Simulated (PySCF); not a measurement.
**H10O4Si4: density, localisation and related maps**

Input file:

```
{"job": {"kind": "nmr", "xc": "PBE0", "basis": "pcSseg-1"}, "charge": 0, "multiplicity": 1}
O      2.224623     1.076663    -0.845523
Si     1.182262     2.136042    -0.097351
O      0.400921     1.398642     1.163317
Si    -0.236022    -0.068383     1.571909
O     -1.784714    -0.163793     1.035421
Si    -2.802287    -0.210949    -0.275110
O      0.669408    -1.259675     0.892139
Si     1.092832    -1.982976    -0.545467
H      3.002981     0.805519    -0.348824
H      1.911013     3.301485     0.472402
H      0.210012     2.528116    -1.147237
H     -0.219727    -0.211697     3.035860
H     -2.516026     0.932863    -1.192122
H     -2.610492    -1.491111    -1.020556
H     -4.206042    -0.123698     0.213974
H      0.395353    -1.329926    -1.691698
H      2.570520    -1.907790    -0.723417
H      0.687726    -3.417580    -0.485104
```

Launched as:

```sh
OMP_NUM_THREADS=1 python probes_run.py task.json out
```

Geometry: PBE0-D3(BJ)/def2-SVP.

Method: PySCF 2.14.0, PBE0/pcSseg-1, SCF density, gas phase, non-relativistic.

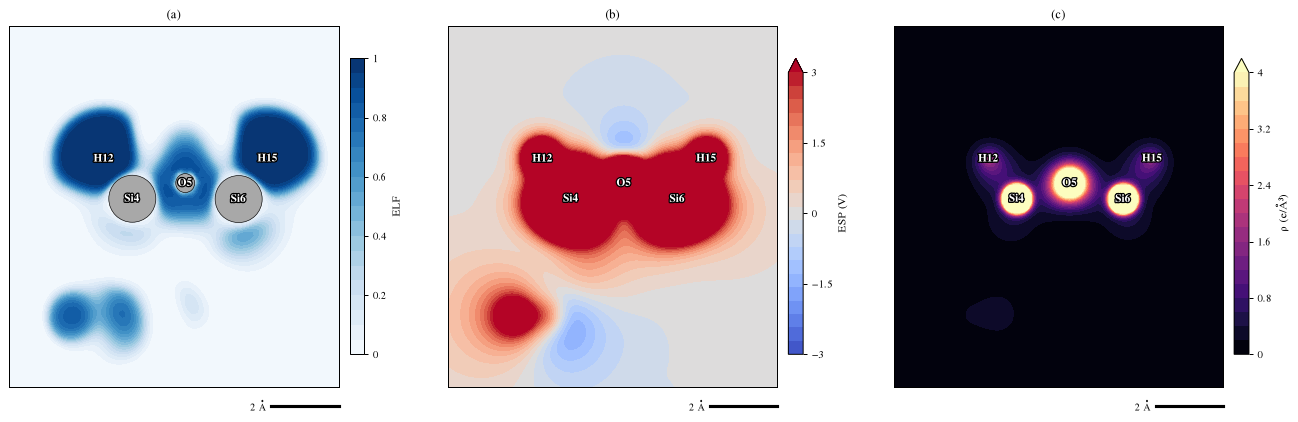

Figure 1. (a) ELF; (b) electrostatic potential; (c) electron density on the plane of atoms Si4, O5 and Si6. Grey discs cover the atomic cores in the ELF map.

Describe what can be read from this map.

- The plane passes through Si, O and H nuclei.
- Si–O (1.64 Å): the density is about 1.1 e/Å³ at the midpoint; the ELF peaks at about 0.85 between the atoms: a shared but strongly polarised pair.
- Si–H (1.47 Å): ρ is about 0.86 e/Å³ halfway; the ELF climbs to about 1 towards the hydrogen, as it does in any bond to H.
- The ELF also peaks beside O5, away from the bonds: lone-pair regions.
- Outside the dense part of the molecule the potential is most negative (−1.5 V) near O1, which lies off the plane.

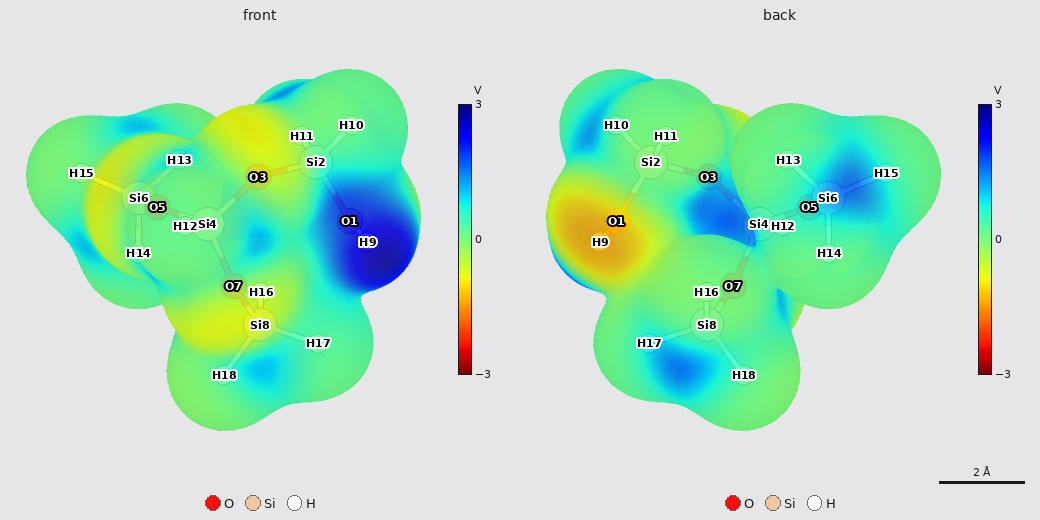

Figure 2. The molecular electrostatic potential painted on the density surface at 0.002 e/bohr³, seen from the front and from behind; red is negative and blue positive.

Where is the surface potential most negative and most positive?

The most negative region (about −1.2 V, or −28 kcal/mol for a unit charge) lies over O1, the most positive (about +2.6 V, or +60 kcal/mol for a unit charge) over H9. O1 is the likeliest acceptor of a hydrogen bond.

How polar is the molecule by this calculation?

Its dipole moment is 0.93 D.
